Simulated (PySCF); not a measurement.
# Two runs on C₃H₈F₂Si

System: C₃H₈F₂Si, SMILES FC(F)CC[SiH3].
Method of run 1: GIAO PBE0/pcSseg-1 NMR shielding, non-relativistic, gas phase (PySCF 2.14.0).

The geometry comes from this level: PBE0-D3(BJ)/def2-SVP. Text and figures count atoms from 1; the logs count them from 0 in places.

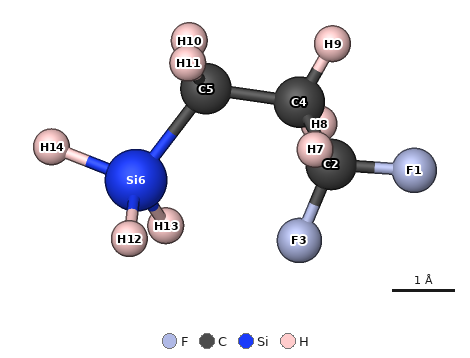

**Figure 1.** The structure as given in the input (ball-and-stick view, seen at a tilt; atoms are numbered from 1 in the order of the input). Bond lengths as drawn: C–C 1.50 to 1.53 Å, C–F 1.35 to 1.36 Å, C–H 1.10 to 1.11 Å, C–Si 1.90 Å and H–Si 1.49 to 1.50 Å.

**Input file, run 1**
```
{"job": {"kind": "nmr", "xc": "PBE0", "basis": "pcSseg-1", "pop": false}, "charge": 0, "multiplicity": 1}
F     -2.782376    -0.610691    -0.674777
C     -1.650848     0.078597    -0.413407
F     -1.034470     0.313885    -1.602325
C     -0.749438    -0.724886     0.484465
C      0.539039    -0.009883     0.879803
Si     1.748304     0.480583    -0.500013
H     -1.935268     1.058141     0.013088
H     -0.535953    -1.668182    -0.045793
H     -1.336663    -0.989927     1.378655
H      1.108755    -0.662578     1.561543
H      0.311479     0.897198     1.468010
H      1.314048     1.700959    -1.239776
H      1.932824    -0.649662    -1.459774
H      3.066542     0.776776     0.144104
```

The first line tells a small driver script what to run in PySCF; the rest is the geometry in Å.

Launched with:
```bash
OMP_NUM_THREADS=1 python <driver script> task.json out
```

Hardware: 1 CPU thread, shared host.

**Output (run 1)**
```
coarse grid: 12016 points
cycle   1  E = -607.6876811545  dE =  4.364e-01  |g| = 6.707e-01  |ddm| = 3.090e+00
cycle   2  E = -607.6301018196  dE =  5.758e-02  |g| = 9.265e-01  |ddm| = 8.732e-01
cycle   3  E = -607.7650331985  dE = -1.349e-01  |g| = 5.186e-02  |ddm| = 5.118e-01
cycle   4  E = -607.7653598690  dE = -3.267e-04  |g| = 2.910e-02  |ddm| = 5.011e-02
cycle   5  E = -607.7655470314  dE = -1.872e-04  |g| = 4.576e-03  |ddm| = 2.612e-02
cycle   6  E = -607.7655516407  dE = -4.609e-06  |g| = 1.140e-03  |ddm| = 4.659e-03
final grid: 111736 points
cycle   7  E = -607.8136414843  dE = -3.388e-05  |g| = 7.433e-03  |ddm| = 1.976e-02
cycle   8  E = -607.8136321496  dE =  9.335e-06  |g| = 1.027e-02  |ddm| = 1.246e-02
cycle   9  E = -607.8136537762  dE = -2.163e-05  |g| = 6.481e-04  |ddm| = 7.002e-03
cycle  10  E = -607.8136538384  dE = -6.219e-08  |g| = 2.219e-04  |ddm| = 6.318e-04
cycle  11  E = -607.8136538460  dE = -7.566e-09  |g| = 4.905e-05  |ddm| = 1.668e-04
cycle  12  E = -607.8136538465  dE = -4.986e-10  |g| = 1.588e-05  |ddm| = 4.589e-05
converged SCF energy = -607.8136538465

GIAO shielding tensors (ppm)
atom      isotropic    diamagn.    paramagn.     s11        s22        s33       span
  0 F      303.165     469.730    -166.565    203.949    331.108    374.438    170.489
  1 C       63.034     241.439    -178.405     42.084     69.103     77.914     35.830
  2 F      307.319     475.538    -168.219    217.324    330.656    373.977    156.653
  3 C      150.826     248.776     -97.951    136.245    151.253    164.979     28.734
  4 C      181.490     252.311     -70.821    172.361    179.250    192.859     20.499
  5 Si     414.367     879.015    -464.649    391.008    391.684    460.408     69.399
  6 H       25.651      28.800      -3.149     23.046     25.113     28.793      5.746
  7 H       29.549      30.473      -0.923     26.082     28.684     33.883      7.801
  8 H       29.346      29.599      -0.253     24.037     28.737     35.264     11.228
  9 H       30.415      30.409       0.006     24.967     28.552     37.727     12.760
 10 H       30.650      31.007      -0.357     25.919     28.763     37.268     11.349
 11 H       27.309      28.634      -1.325     23.786     26.387     31.754      7.967
 12 H       27.388      28.636      -1.248     24.336     25.822     32.005      7.669
 13 H       27.433      28.209      -0.776     24.012     25.249     33.038      9.026
```

For run 2 the input was changed thus:
```diff
-"xc": "PBE0"
+"xc": "OPBE"
```

How does run 2 compare with run 1?

The total energies belong to different methods, so their difference says nothing on which is more stable or more accurate. The HOMO goes from −8.93 to −7.51 eV. The LUMO goes from 0.82 to 0.28 eV. The dipole moment goes from 2.28 to 2.11 D. Of all shieldings, the largest change is that of F3, by −11.3 ppm. The functional changes from PBE0 to OPBE. Exact exchange removes part of the self-interaction error of semilocal functionals, which pushes filled and empty levels apart. The SCF takes 14 iterations against 12.

**Output (run 2)**
```
coarse grid: 12016 points
cycle   1  E = -607.9298583725  dE =  3.511e-01  |g| = 7.225e-01  |ddm| = 3.157e+00
cycle   2  E = -607.7689707682  dE =  1.609e-01  |g| = 1.220e+00  |ddm| = 1.321e+00
cycle   3  E = -608.0226166971  dE = -2.536e-01  |g| = 8.566e-02  |ddm| = 8.319e-01
cycle   4  E = -608.0238395180  dE = -1.223e-03  |g| = 4.598e-02  |ddm| = 9.582e-02
cycle   5  E = -608.0242968017  dE = -4.573e-04  |g| = 8.562e-03  |ddm| = 4.246e-02
cycle   6  E = -608.0243129324  dE = -1.613e-05  |g| = 3.447e-03  |ddm| = 1.072e-02
cycle   7  E = -608.0243152893  dE = -2.357e-06  |g| = 5.817e-04  |ddm| = 3.188e-03
final grid: 111736 points
cycle   8  E = -608.0708896066  dE = -1.728e-04  |g| = 1.974e-02  |ddm| = 4.641e-02
cycle   9  E = -608.0708288104  dE =  6.080e-05  |g| = 2.728e-02  |ddm| = 3.300e-02
cycle  10  E = -608.0709427666  dE = -1.140e-04  |g| = 3.285e-03  |ddm| = 2.052e-02
cycle  11  E = -608.0709444695  dE = -1.703e-06  |g| = 9.903e-04  |ddm| = 2.416e-03
cycle  12  E = -608.0709446791  dE = -2.096e-07  |g| = 1.751e-04  |ddm| = 8.988e-04
cycle  13  E = -608.0709446844  dE = -5.307e-09  |g| = 5.374e-05  |ddm| = 1.651e-04
cycle  14  E = -608.0709446849  dE = -5.218e-10  |g| = 1.422e-05  |ddm| = 5.269e-05
converged SCF energy = -608.0709446849

GIAO shielding tensors (ppm)
atom      isotropic    diamagn.    paramagn.     s11        s22        s33       span
  0 F      292.526     468.986    -176.460    198.215    318.219    361.144    162.929
  1 C       65.286     242.548    -177.262     42.786     71.642     81.429     38.643
  2 F      295.976     474.934    -178.957    210.507    316.623    360.799    150.292
  3 C      151.922     249.179     -97.257    137.862    152.326    165.579     27.717
  4 C      181.184     252.290     -71.106    172.542    177.838    193.171     20.629
  5 Si     420.992     880.240    -459.248    397.651    399.139    466.186     68.535
  6 H       25.418      28.914      -3.496     22.860     24.903     28.490      5.629
  7 H       29.514      30.617      -1.103     26.157     28.647     33.740      7.583
  8 H       29.256      29.689      -0.433     24.067     28.662     35.039     10.972
  9 H       30.298      30.391      -0.093     24.903     28.560     37.431     12.528
 10 H       30.523      30.976      -0.453     25.833     28.698     37.037     11.205
 11 H       27.248      28.710      -1.462     23.789     26.339     31.617      7.828
 12 H       27.349      28.744      -1.395     24.363     25.817     31.867      7.504
 13 H       27.369      28.272      -0.903     24.041     25.227     32.839      8.798
```

**The two runs side by side**

| quantity | run 1 | run 2 |
| --- | --- | --- |
| outcome | converged | converged |
| total energy (hartree) | −607.813654 | −608.070945 |
| HOMO (eV) | −8.93 | −7.51 |
| LUMO (eV) | 0.82 | 0.28 |
| dipole moment (D) | 2.28 | 2.11 |
| shielding of F1 (ppm) | 303.2 | 292.5 |
| shielding of C2 (ppm) | 63.0 | 65.3 |
| shielding of F3 (ppm) | 307.3 | 296.0 |
| shielding of C4 (ppm) | 150.8 | 151.9 |
| shielding of C5 (ppm) | 181.5 | 181.2 |
| shielding of Si6 (ppm) | 414.4 | 421.0 |
| shielding of H7 (ppm) | 25.7 | 25.4 |
| SCF iterations | 12 | 14 |
| basis functions | 149 | 149 |
| wall time (shared host) | 19 s | 29 s |
